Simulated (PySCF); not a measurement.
# C3H12N2Si2: what the fields show

The calculation's input:

```
{"job": {"kind": "uv", "xc": "CAM-B3LYP", "basis": "def2-SVPD", "nstates": 8, "ntriplets": 3}, "charge": 0, "multiplicity": 1}
C     -2.129024    -1.803397     0.183345
C     -2.047149    -0.501758    -0.035983
C     -1.511011     0.489940     0.928799
Si     0.252631     1.060080     0.430273
N      0.359769     1.954636    -1.039521
N      1.192873    -0.376573     0.241209
Si     2.794315    -0.550569    -0.382240
H     -2.497240    -2.489557    -0.560808
H     -1.842039    -2.236617     1.128724
H     -2.349496    -0.100520    -0.996032
H     -2.156644     1.367629     0.955949
H     -1.492267     0.064055     1.930895
H      0.794702     1.939415     1.471266
H     -0.182623     2.793721    -1.157657
H      0.432474     1.456430    -1.910833
H      0.700995    -1.233688     0.433363
H      3.565208     0.608969     0.054606
H      2.795844    -0.625181    -1.851092
H      3.308878    -1.807766     0.168274
```

Command:

```sh
OMP_NUM_THREADS=1 python probes_run.py task.json out
```

Geometry: GFN2-xTB.

Level of theory: PySCF, CAM-B3LYP/def2-SVPD, SCF density, gas phase.

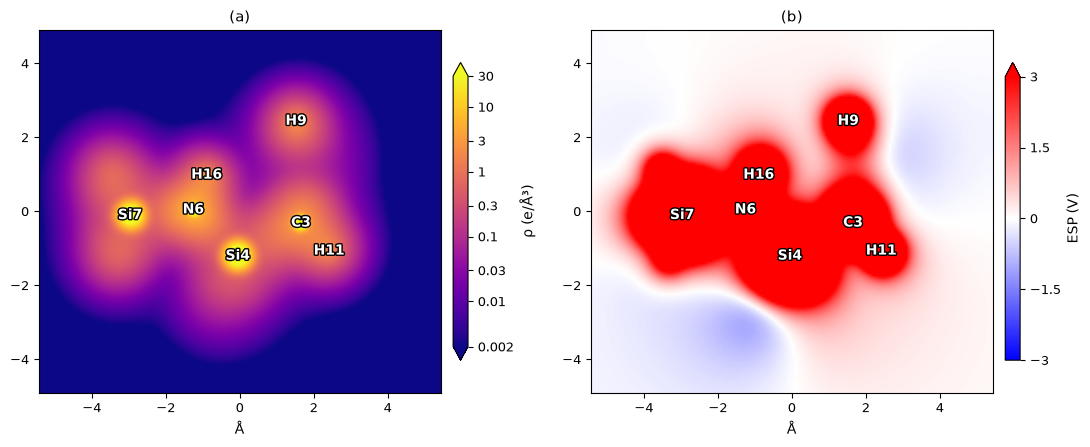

Figure 1. (a) electron density; (b) molecular electrostatic potential on the plane of atoms Si4, N6 and H16.

Read the bonding off the picture.

Answer. Atoms in the plane: C, Si, N and H. Si–N (1.73 Å): ρ is about 1.1 e/Å³ halfway. C–Si (1.92 Å): ρ is about 0.92 e/Å³ halfway. N–H (1.01 Å): ρ is about 2.8 e/Å³ halfway. C–H (1.09 Å): ρ is about 1.9 e/Å³ halfway. Outside the dense part of the molecule the potential is most negative (−1.0 V) near N5, which lies off the plane.

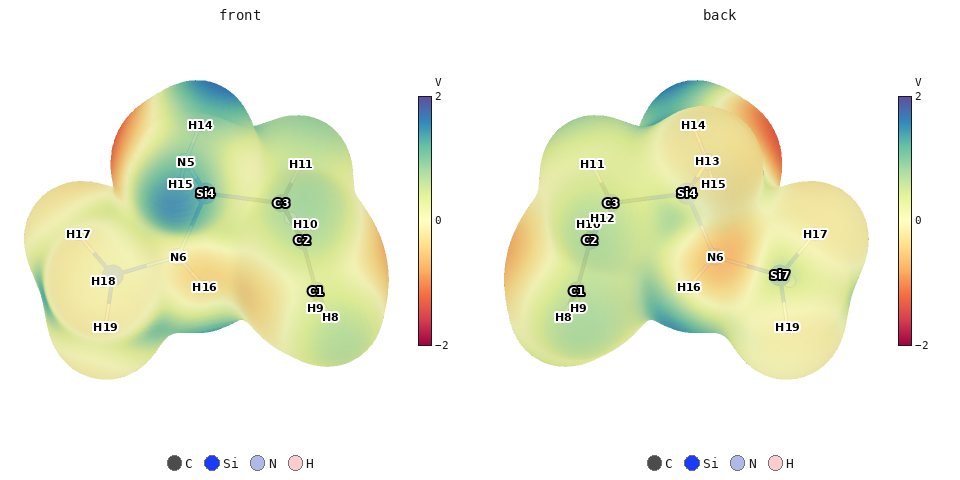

Figure 2. The molecular electrostatic potential painted on the density surface at 0.002 e/bohr³, seen from the front and from behind; red is negative and blue positive.

Where is the surface potential most negative and most positive?

Answer. The most negative region (about −1.3 V) lies over N5, the most positive (about +1.6 V) over H14 and H15. N5 is the likeliest acceptor of a hydrogen bond.

What dipole moment does the calculation give?

Answer. Its dipole moment is 1.45 D.
